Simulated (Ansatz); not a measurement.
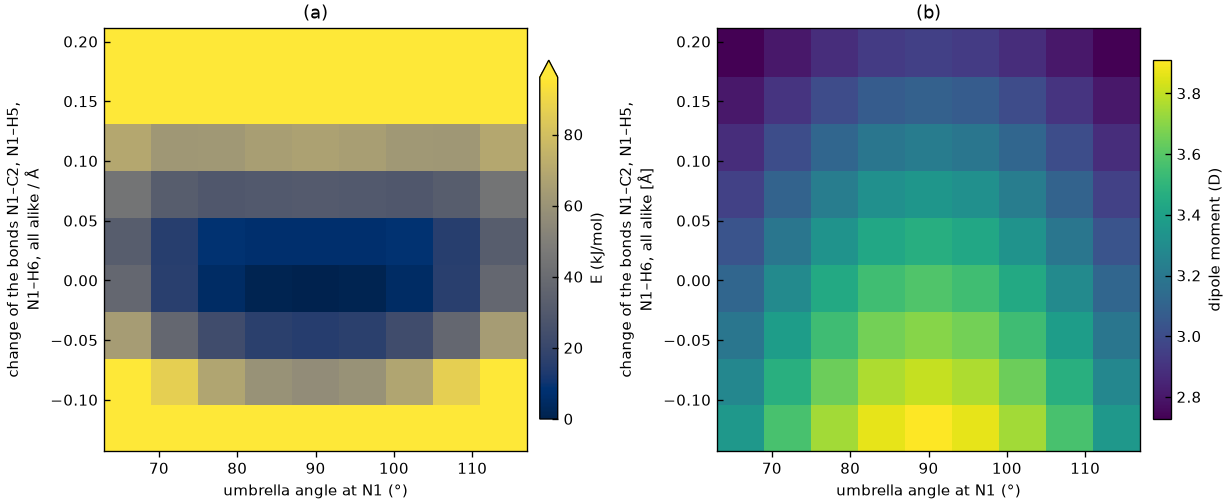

CH5NOSi, SMILES NC(=O)[SiH3]. 
- First axis: umbrella angle at N1 (between each of its bonds and their common axis; 90 is planar). Second axis: change of the bonds N1–C2, N1–H5, N1–H6, all alike.
- Nothing is relaxed (all other coordinates rigid).
- The scan uses a 9 × 9 grid.
- Points are written as (first, second).
- Energies are in kJ/mol, from the lowest grid point.
- The calculation used RKS PBE0-D4/def2-TZVP in Ansatz 0.2.0.

Panel (a) is the energy and panel (b) the computed dipole moment on the same grid.

The picture shows one coloured cell a grid point, one colour for all values above the top of the scale.

**How does the dipole moment vary over the map, and what is it at the lowest grid point?**

Leaving out the highest fifth of the energies, it runs from 2.80 D at (66°, 0.151 Å) to 3.91 D at (90°, −0.123 Å). At the lowest grid point, (90°, −0.006 Å), it is 3.59 D.
